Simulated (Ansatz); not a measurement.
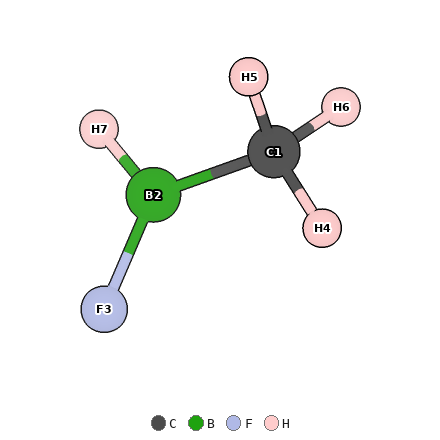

The system is CH₄BF, SMILES CBF; the picture shows the grid point nearest to the relaxed geometry. 
- Two internal coordinates are moved rigidly from the geometry relaxed at PBE0-D4/def2-TZVP, all others fixed.
- The first coordinate is: angle F3–B2–C1; the second: torsion H4–C1–B2–F3.
- The scan uses a 7 × 6 grid.
- Points are written as (first, second).
- Energies: kJ/mol, counted from the lowest grid point.
- These are results of RKS PBE-D4/def2-TZVPP in Ansatz, not measurements.

Its coordinates:

| atom | x (Å) | y (Å) | z (Å) |
| --- | --- | --- | --- |
| C | -0.5636 | 0.3316 | -0.1770 |
| B | 0.7302 | -0.4332 | 0.2140 |
| F | 1.1355 | -1.4801 | -0.4927 |
| H | -1.1753 | -0.1818 | -0.9204 |
| H | -0.3026 | 1.3266 | -0.5555 |
| H | -1.1686 | 0.5160 | 0.7181 |
| H | 1.4208 | -0.1322 | 1.1503 |

Range: angle F3–B2–C1 from 90.6 to 150.6°; torsion H4–C1–B2–F3 from 11.6 to 111.6°.

Q: Predict the map.

A: The lowest grid point is at (120.6°, 11.6°). It lies at the edge of the scanned range, so the true minimum may lie outside. The energy also falls towards the edge at (120.6°, 111.6°) (2.9 kJ/mol above the lowest), where a further well may lie outside the range. The highest grid point, (90.6°, 111.6°), lies 146 kJ/mol above the lowest.

| torsion H4–C1–B2–F3 ↓, angle F3–B2–C1 → | 90.6 | 100.6 | 110.6 | 120.6 | 130.6 | 140.6 | 150.6 |
| --- | --- | --- | --- | --- | --- | --- | --- |
| 111.6 | 146 | 59 | 16 | 3 | 16 | 56 | 125 |
| 91.6 | 142 | 59 | 16 | 4 | 17 | 57 | 125 |
| 71.6 | 137 | 57 | 16 | 4 | 18 | 57 | 126 |
| 51.6 | 135 | 56 | 15 | 3 | 16 | 56 | 124 |
| 31.6 | 138 | 56 | 14 | 1 | 14 | 53 | 121 |
| 11.6 | 142 | 57 | 13 | 0 | 13 | 51 | 119 |

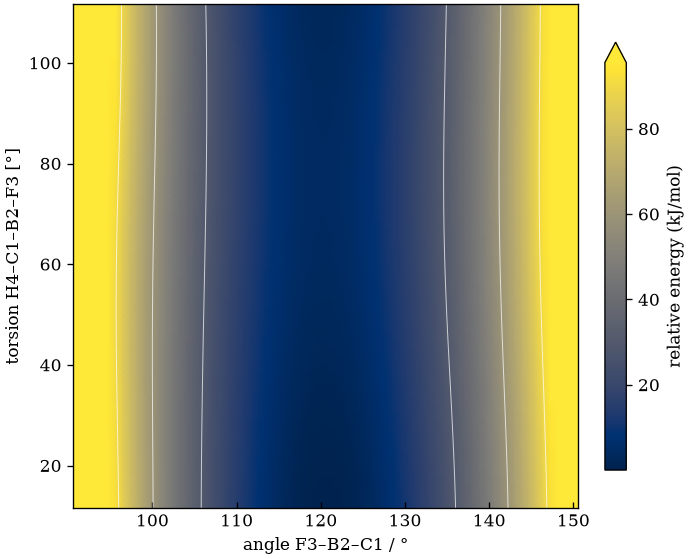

Drawn: a smooth colour map with a few white contour lines, one colour for all values above the top of the scale. Between grid points the surface is interpolated.
